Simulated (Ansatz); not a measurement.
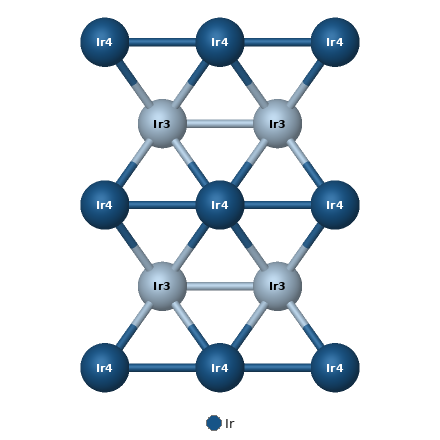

The system is O on an Ir(110) slab cut from the Fm-3m phase, its upper half relaxed before the scan (4 atoms of substrate and one adsorbate in a 1 × 1 cell); the picture shows it without the atoms that are moved over the map. O is moved over the surface cell; relaxed at each place: the height of the adsorbate's atoms; substrate rigid; the origin of the map has the adsorbate above Ir4. Places are given modulo a cell vector. The map is drawn in real space over the plane of the surface. The grid has 6 × 8 points; 20 points were computed and 28 follow by symmetry. Energies are in eV, from the lowest grid point. With one adsorbate in each 1 × 1 cell, its nearest image is 2.7 Å away, so neighbouring adsorbates interact. The runs have no spin polarisation; a magnetic state may lie lower. These are results of Ansatz, DFT PBE, scalar-relativistic, plane waves, PAW, not measurements. Settings: cutoff 420 eV, k-mesh 10×7×1, gaussian smearing 0.1 eV, no spin polarisation.

Range: position of O5 along the first surface vector from 0.000 to 0.833; position of O5 along the second surface vector from 0.000 to 0.875.

What will the energy surface look like?

The lowest grid point is at a bridge site between two Ir atoms, (3/6, 0/8) of the cell vectors. There is a further well near the top site over a surface Ir atom, (0/6, 0/8) of the cell vectors (0.21 eV above the lowest at that grid point). The highest grid point, a fourfold hollow over a second-layer Ir atom, (3/6, 4/8) of the cell vectors, lies 1.24 eV above the lowest. On the interpolated surface the easiest way out of the lowest well to the well at the top site over a surface Ir atom, (0/6, 0/8) of the cell vectors passes a barrier of about 0.52 eV. At the lowest point the adsorbate has 2 Ir at 1.95 Å as nearest neighbours, at the highest 1 Ir at 1.99 Å. Its relaxed height above the top atom is 1.39 Å at the lowest and 0.75 Å at the highest point.

```
second ↓, first →   0/6   1/6   2/6   3/6   4/6   5/6
              7/8  0.27  0.52  0.57  0.17  0.57  0.52
              6/8  0.52  0.81  0.97  0.54  0.97  0.81
              5/8  1.01  1.20  1.13  0.81  1.13  1.20
              4/8  1.18  1.09  1.08  1.24  1.08  1.09
              3/8  1.01  1.20  1.13  0.81  1.13  1.20
              2/8  0.52  0.81  0.97  0.54  0.97  0.81
              1/8  0.27  0.52  0.57  0.17  0.57  0.52
              0/8  0.21  0.44  0.42  0.00  0.42  0.44
```

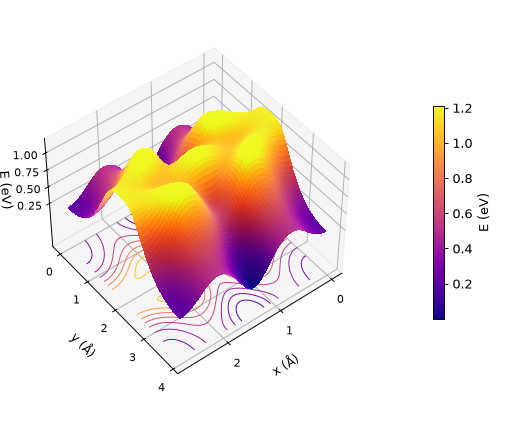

Drawn: a relief with its contours projected below, any walls above the top of the colour scale cut off. Between grid points the surface is interpolated.

Each point was launched as `ansatz run input.yaml --threads 2 --pin off --max-ram 6144MiB --backend cpu --events-out ev --progress --plain --runs-dir out`. The whole map (20 points run) took 24 min on 2 threads of Arm Neoverse N1 (shared host).

PAW datasets: the set soft_1.
